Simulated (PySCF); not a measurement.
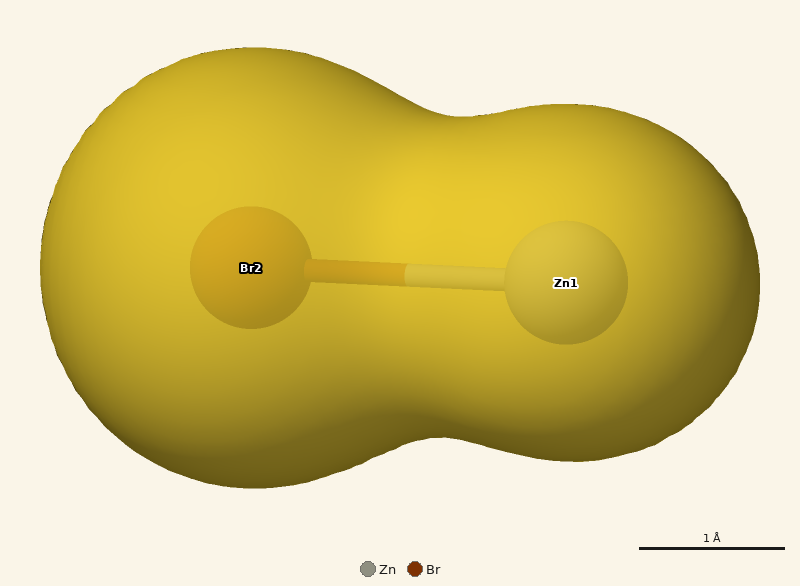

Figure 1: ZnBr (doublet). Isosurface of the electron density at 0.1 e/Å³ (yellow), seen from one side.

Computed with PBE0/pcseg-1, non-relativistic, at a bond length of 2.325 Å in PySCF.

```xyz
2

Zn    0.0000    0.0000   -1.2845
Br    0.0000    0.0000    1.0405
```

> What does this surface tell about the bonding?

At this value the surface is in one piece. It bridges the sampled Zn–Br (2.32 Å) contact, where the density stays above the isovalue. On the grid the lowest density along these lines, outside the cores, is 0.48 e/Å³ (Zn–Br, 2.32 Å).
